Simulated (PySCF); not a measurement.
## A study: CH4, SMILES `C`

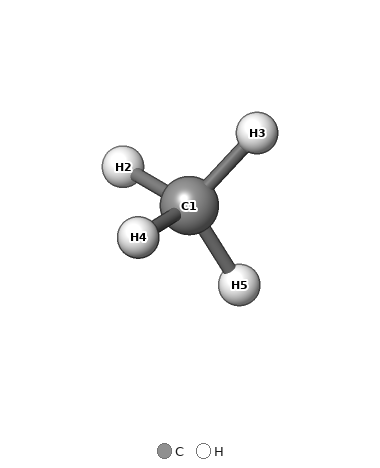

The molecule, with its atoms numbered as below. No frequency check shows the geometry to be a minimum.

Cartesian coordinates (Å):

```
C1      -0.0000   -0.0001    0.0000
H2       0.8492   -0.6249   -0.2443
H3      -0.8493   -0.6247    0.2443
H4       0.2444    0.6249    0.8490
H5      -0.2443    0.6249   -0.8490
```

### 1. Bonding charge

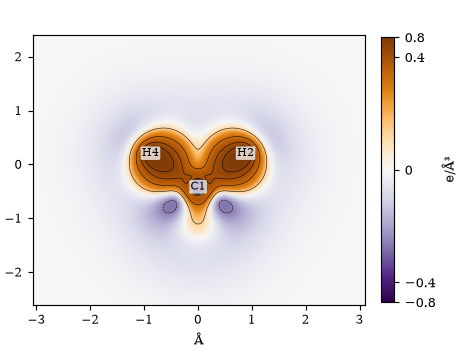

Deformation density (molecule less spherical, spin-averaged free atoms) in the plane of C1, H2 and H4; colour scale in e/Å³, logarithmic beyond ±0.1; orange: gain, purple: loss.

PySCF calculation, PBE0/def2-TZVP, gas phase; geometry: GFN2-xTB.

> How much density has each bond in this plane gained at its critical point, relative to the free atoms?

C1–H4 and C1–H2: +0.70 e/Å³ at the bond critical point (bond length 1.08 Å, Mayer order 1.0). In all, 1.0 electrons gather in the regions of gain relative to the promolecule.

### 2. Bond critical points

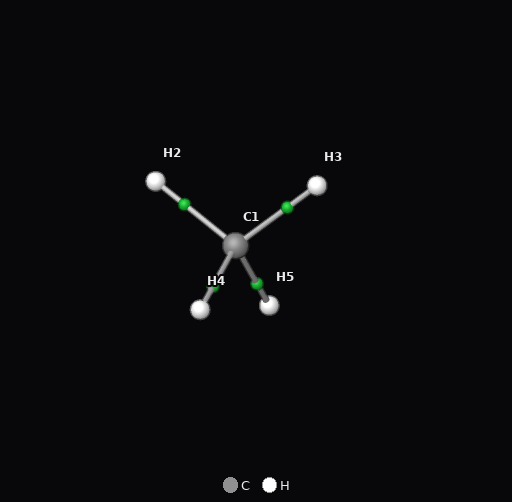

Molecular graph of the electron density (QTAIM): bond paths, bond critical points (green), ring points (magenta, if any); weak paths are dashed.

> How many critical points of each kind are there, and does the count close?

5 nuclei, 4 bond, 0 ring and 0 cage critical points: 5 − 4 + 0 − 0 = 1, as the Poincaré–Hopf relation requires.

> What does the calculation give at each kind of bond critical point?

```csv
bond,length (Å),ρ (a.u.),∇²ρ (a.u.),ε,H (a.u.)
C1–H3 (4 alike),1.082,0.280,−0.96,0.00,−0.285
```

> What kind of interaction is C1–H3?

Shared-shell (covalent): ρ = 0.280, ∇²ρ = −0.96, H = −0.285 a.u.

### 3. Electrostatic potential

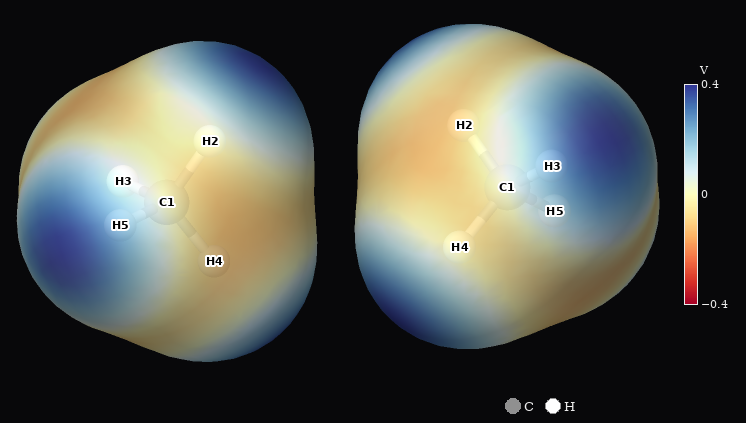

Electrostatic potential on the surface of electron density 0.001 a.u. (back view left, front view right).

> Where are the extremes of the potential on the surface?

Highest: 0.40 V, 1.4 Å from H4, and at like points elsewhere. Lowest: −0.13 V, near H3 (1.83 Å), H4 (1.83 Å), C1 (1.91 Å) and H2 (1.91 Å), and at like points elsewhere. The surface is sampled at points, so like sites can differ by a few per cent and only the strongest of them is named.

> What volume does the surface enclose, and what is the dipole moment?

About 42 Å³; the dipole moment is 0.0 D.

### 4. In an electric field

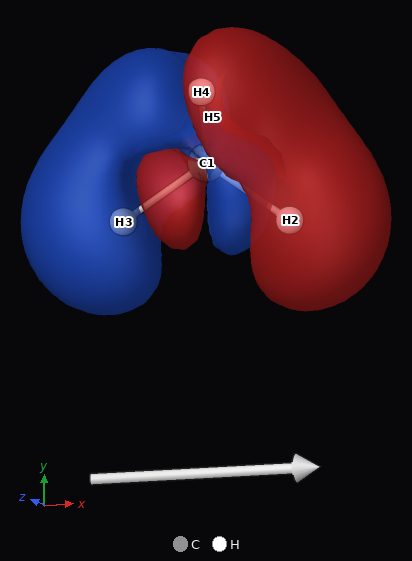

Change of the electron density in a uniform field of 0.21 V/Å along +x (arrow), surfaces at ±0.0008 e/Å³ (blue: gain, red: loss).

PySCF calculation, PBE0/def2-TZVP, gas phase; geometry: GFN2-xTB. A basis without diffuse functions makes polarisabilities too small.

> What dipole is induced, and what polarisability does it imply?

The induced dipole is 0.15 D (along the field); α along this axis, from the fields in both directions, is 15 bohr³ (2.2 Å³).

> Which atoms gain and lose the most charge?

Electrons gather most on H3 (Hirshfeld charge changes by −0.006 e) and leave H2 most (+0.006 e); 0.018 electrons are displaced in all.
